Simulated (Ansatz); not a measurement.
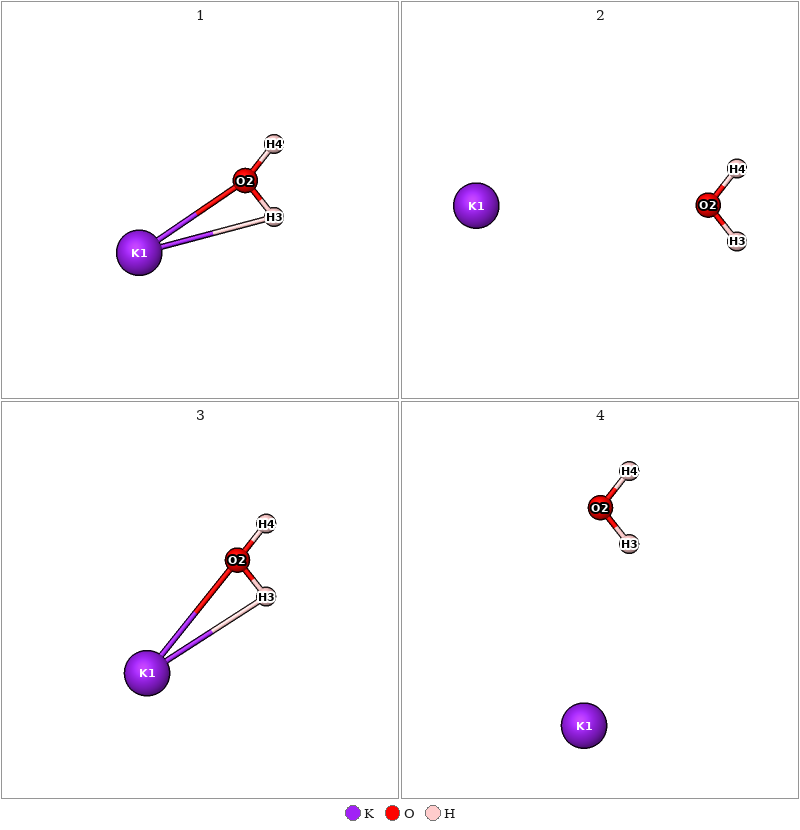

H₂KO, charge +1. The turn is about an axis along (−0.10, 0.99, −0.06) in the frame of the relaxed pair, normal to the line between the partners. First axis: distance O2···K1. Second axis: turn of K1 about O2. The grid has 15 × 15 points; 113 points were computed and 98 follow by symmetry. At 14 points there is no value (left out of the scan, as a rule where atoms come close). Energies are in kJ/mol, from the ion and the molecule far apart, frozen as in the relaxed pair, each in its own basis (no counterpoise correction). The calculation used RHF-MP2, frozen core/def2-TZVPD in Ansatz.

The numbered pictures are structures from this grid.

Rank them by energy, lowest first.

1, at distance O2···K1 = 2.668 Å, turn of K1 about O2 = 34.3°: −59 kJ/mol; 3, at distance O2···K1 = 3.012 Å, turn of K1 about O2 = 51.4°: −38 kJ/mol; 2, at distance O2···K1 = 4.818 Å, turn of K1 about O2 = 0.0°: −25 kJ/mol; 4, at distance O2···K1 = 4.562 Å, turn of K1 about O2 = 85.7°: 1.9 kJ/mol.

The map, with the structures marked:

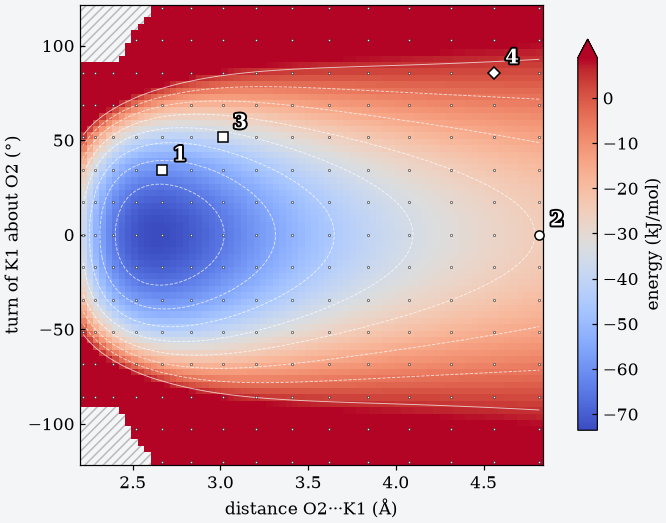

Drawn: a smooth colour map with a few white contour lines, dots at the grid points, one colour for all values above the top of the scale, hatched blanks where no value was computed. Between grid points the surface is interpolated.
